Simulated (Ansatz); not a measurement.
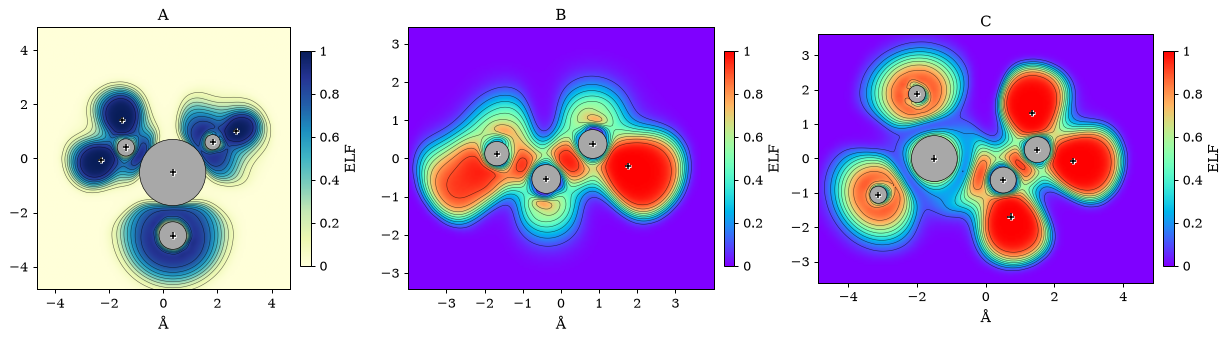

The electron localisation function of 3 systems, each on a plane through atoms (crosses mark nuclei in the plane; grey discs cover the cores).

The calculation used Ansatz 0.2.0, RKS PBE0-D4/def2-TZVPP.

System 1: C2H3F2In (SMILES C=[CH][In]([F])[F]), the molecular plane. Geometry: PBE0-D4/def2-TZVP; core potentials replace the inner electrons of In.

```xyz
8

C     0.0465    0.9376    1.1999
C    -0.5614   -0.0676    0.5805
In    0.1540   -0.7990   -1.2523
F    -0.5247   -2.2320   -2.3674
F     1.7236   -0.0579   -2.1283
H    -0.3248    1.3186    2.1489
H     0.9301    1.4280    0.8035
H    -1.4432   -0.5278    1.0151
```

System 2: ClH3NOSc (SMILES [NH2][Sc]([OH])[Cl]), the molecular plane. Geometry: PBE0-D4/def2-TZVP.

```xyz
7

N    -0.7158    1.2492   -0.0622
Sc   -0.0290   -0.5819   -0.2287
O     1.5098   -0.9228    0.7428
Cl   -1.1899   -2.0758   -1.5871
H    -1.5438    1.6073   -0.5227
H    -0.3175    1.9982    0.4890
H     2.2862   -1.2741    1.1690
```

System 3: C2H7N (SMILES CCN), the plane of atoms C2, C1 and H4. Geometry: PBE0-D4/def2-TZVP.

```xyz
10

C    -0.7860    0.4930   -0.5211
C     0.0791   -0.6527   -0.0180
N     1.1968   -0.2749    0.8314
H    -1.6034    0.1309   -1.1516
H    -0.1948    1.1986   -1.1124
H    -1.2270    1.0455    0.3139
H     0.4809   -1.2115   -0.8693
H    -0.5393   -1.3628    0.5404
H     0.8642    0.2210    1.6502
H     1.8127    0.3618    0.3395
```

Q: Which map belongs to which system?

A: Panel A is system 2, ClH3NOSc: the plane holds N, Sc, O, Cl and H. Sc–O (1.85 Å): the ELF peaks at about 0.80 in the valence shell of O, 0.5 Å from its nucleus, and drops to about 0.20 between the two atoms. Panel B is system 3, C2H7N: the plane holds C, N and H. C–N (1.45 Å): the ELF peaks at about 0.95 between the atoms; localised, covalent bonding. Panel C is system 1, C2H3F2In: the plane holds C, In, F and H. C–C (1.33 Å): the ELF peaks at about 0.90 between the atoms: a multiple bond.
